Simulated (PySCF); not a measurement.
# GaNH4 (SMILES [NH2][GaH2]): CCSD/6-311G (Cartesian functions)

What is the energy difference between two shapes of GaNH4 at CCSD/6-311G (Cartesian functions)? 

The calculation is run with PySCF 2.14.0.

3 further runs of the same task are left out: 1 that didn't finish, 2 set aside as unsound or not needed.

## Step 1: The structure to begin with

GaNH4: 6 atoms, total charge 0, spin state singlet. SMILES: `[NH2][GaH2]`. Geometry: a GFN2-xTB relaxation, a rough one for these elements and not checked as a minimum.

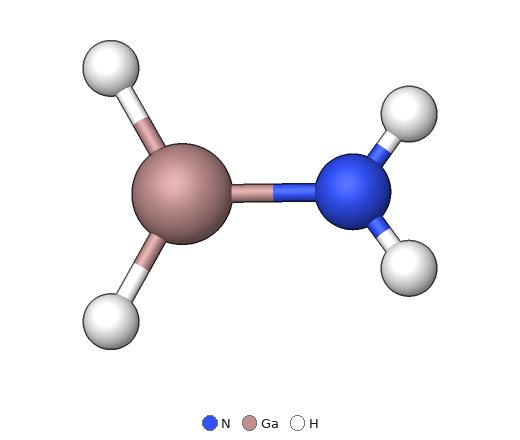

The structure, seen from a chosen angle (nitrogen blue, gallium pink, hydrogen white).

## Step 2: Energy and gradient at CCSD/6-311G (Cartesian functions)

Input file start.xyz:

```xyz
6

N     -0.010890    -0.953070     0.044760
Ga     0.008780     0.846340    -0.041070
H      0.261590    -1.585910    -0.698360
H     -0.294460    -1.503880     0.847580
H      0.468650     1.533200    -1.349240
H     -0.433670     1.663320     1.196330
```

Input file input.py:

```python
# [NH2][GaH2]
import pyscf.grad
from pyscf import gto, cc
from pyscf.pbc.tools.pyscf_ase import PySCF, ase_atoms_to_pyscf
from ase.io import read

atoms = read('start.xyz')

mol = gto.M(
    atom=ase_atoms_to_pyscf(atoms),
    spin=0,
    basis='6-311g',
    max_memory=1860,
    verbose=0,
    cart=True,
)

myscf = mol.RHF()
atoms.calc = PySCF(method=cc.CCSD(myscf))

e_ev = atoms.get_potential_energy()
print('energy %.6f eV' % e_ev)
forces = atoms.get_forces()
print('forces (eV/A)')
print(forces.round(5))
```

The run is started by

```sh
$ OMP_NUM_THREADS=1 python input.py
```

The log of the run:

```text
energy -53893.434067 eV
forces (eV/A)
[[-0.01205 -0.60639  0.05727]
 [ 0.00244 -0.03487 -0.00135]
 [ 0.07217  0.22684 -0.22011]
 [-0.06218  0.2591   0.17127]
 [ 0.1124   0.06137 -0.31556]
 [-0.11278  0.09395  0.30848]]
```

Run time: 44 s. Hardware: 1 thread of Arm Neoverse V1, shared host; peak memory 0.67 GiB.

## Step 3: The distorted shape

Input file start.xyz:

```xyz
6

N     -0.035981    -0.915704     0.031901
Ga     0.088205     0.796428    -0.151934
H      0.299102    -1.497896    -0.607064
H     -0.324906    -1.525849     0.963770
H      0.567624     1.448551    -1.323977
H     -0.458125     1.576998     1.120818
```

Input file input.py:

```python
import pyscf.grad
from pyscf import gto, scf, cc
from pyscf.pbc.tools.pyscf_ase import PySCF, ase_atoms_to_pyscf
from ase.io import read

atoms = read('start.xyz')

system = gto.Mole()
system.atom = ase_atoms_to_pyscf(atoms)
system.basis = '6-311g'
system.spin = 0
system.cart = True
system.max_memory = 1860
system.verbose = 0
system.build()

calc0 = scf.RHF(system)
atoms.calc = PySCF(method=cc.CCSD(calc0))

e_ev = atoms.get_potential_energy()
print('energy %.6f eV' % e_ev)
forces = atoms.get_forces()
print('forces (eV/A)')
print(forces.round(5))
```

The run is started by

```sh
$ OMP_NUM_THREADS=1 python input.py
```

The log of the run:

```text
energy -53892.585882 eV
forces (eV/A)
[[-2.39074 -1.69058  6.37177]
 [-1.21955  1.56613  2.75901]
 [ 1.69462 -3.46176 -3.54081]
 [ 0.84372  2.42286 -3.1078 ]
 [ 0.96979  1.08668 -2.31827]
 [ 0.10216  0.07667 -0.1639 ]]
```

It took 43 s on 1 thread of Arm Neoverse V1, shared host; peak memory 0.67 GiB.

## Step 4: Outcome

At CCSD/6-311G (Cartesian functions):

| quantity | value |
| --- | --- |
| first shape: total energy | -1980.54719 Eh |
| first shape: dipole moment (Hartree–Fock density) | 1.01 D |
| first shape: HOMO energy (Hartree–Fock orbitals) | -10.70 eV |
| first shape: LUMO energy (Hartree–Fock orbitals) | 1.66 eV |
| first shape: HOMO–LUMO gap (Hartree–Fock orbitals) | 12.36 eV |
| first shape: correlation energy | -572.4 mEh |
| first shape: T1 diagnostic | 0.012 |
| first shape: largest force on an atom | 0.609 eV/Å |
| distorted shape: total energy | -1980.51602 Eh |
| distorted shape: dipole moment (Hartree–Fock density) | 1.44 D |
| distorted shape: HOMO energy (Hartree–Fock orbitals) | -10.93 eV |
| distorted shape: LUMO energy (Hartree–Fock orbitals) | 1.76 eV |
| distorted shape: HOMO–LUMO gap (Hartree–Fock orbitals) | 12.69 eV |
| distorted shape: correlation energy | -574.6 mEh |
| distorted shape: T1 diagnostic | 0.012 |
| distorted shape: largest force on an atom | 7.012 eV/Å |
| energy change with the atoms displaced | 0.848 eV |

What this shows: With the atoms displaced the energy rises by 0.85 eV (19.6 kcal/mol). The first shape isn't relaxed at this level, so the change isn't measured from a minimum. The largest force (first shape) is 0.61 eV/Å: the shape isn't a stationary point for this species at this level. Mulliken charges (distorted shape) of the mean-field density run from -1.16 on N1 to +1.02 on Ga2; they depend strongly on the basis.
